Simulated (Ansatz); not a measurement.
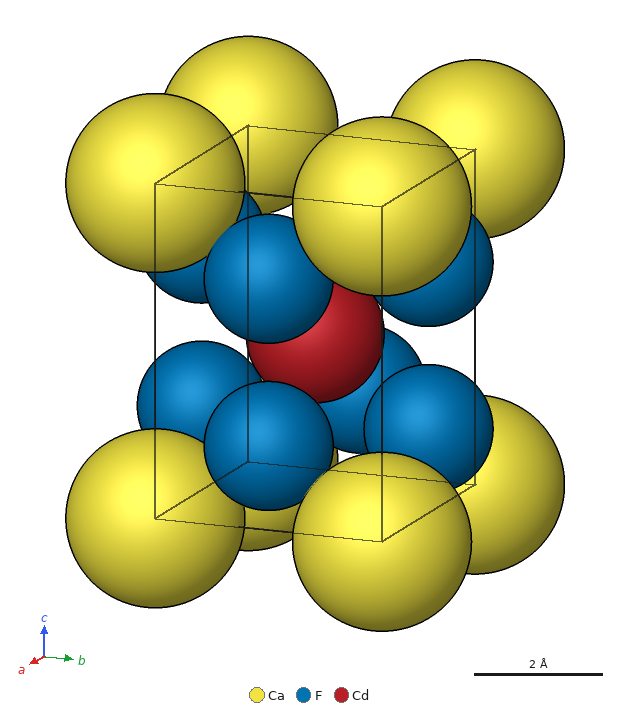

An orthographic space-filling view of the structure, slightly off an axis. The parallelepiped is the conventional unit cell.

CaCdF4, space group P4/mmm (No. 123), a = 3.829 Å, b = 3.829 Å, c = 5.415 Å, α = 90.00°, β = 90.00°, γ = 90.00°. The cell started as a structure type filled with these elements by a generator (whether the compound takes this form wasn't checked). Earlier steps of the study, as a rule a relaxation of our own, may have changed the cell and positions, so they can lie some per cent off the listed ones. It went into a calculation with Ansatz.

This one geometry was computed with Ansatz (DFT, plane waves, PAW) at five levels of theory: PBE0, PBE with spin-orbit coupling, r2SCAN, HSE06 and PBE. It was relaxed beforehand with r2SCAN.

Which level gives the highest pressure at this volume, and what does that say about its equilibrium volume?

Answer. Highest: PBE with spin-orbit coupling (4.4 GPa) and PBE (4.4 GPa), which points to the largest equilibrium volume. Lowest, with the smallest volume: r2SCAN (0.0 GPa). Levels within 0.5 GPa of each other can't be told apart.

How does the band gap change with the level of theory?

Answer. PBE with spin-orbit coupling: a gap of 4.29 eV, indirect; PBE: a gap of 4.29 eV, indirect; r2SCAN: a gap of 4.98 eV, indirect; HSE06: a gap of 6.38 eV, indirect; PBE0: a gap of 7.14 eV, indirect.

Collect the results in a table.

Answer.
| level | cutoff (eV) | k-mesh of the run's cell | gap (eV) | pressure (GPa) |
| --- | --- | --- | --- | --- |
| PBE0 | 420 | 4×4×4 | 7.14 | 1.4 |
| PBE with spin-orbit coupling | 420 | 6×6×6 | 4.29 | 4.4 |
| r2SCAN | 500 | 6×6×6 | 4.98 | 0.0 |
| HSE06 | 420 | 4×4×4 | 6.38 | 1.6 |
| PBE | 420 | 6×6×6 | 4.29 | 4.4 |

Gaps are taken on the k-mesh or band path of each run.
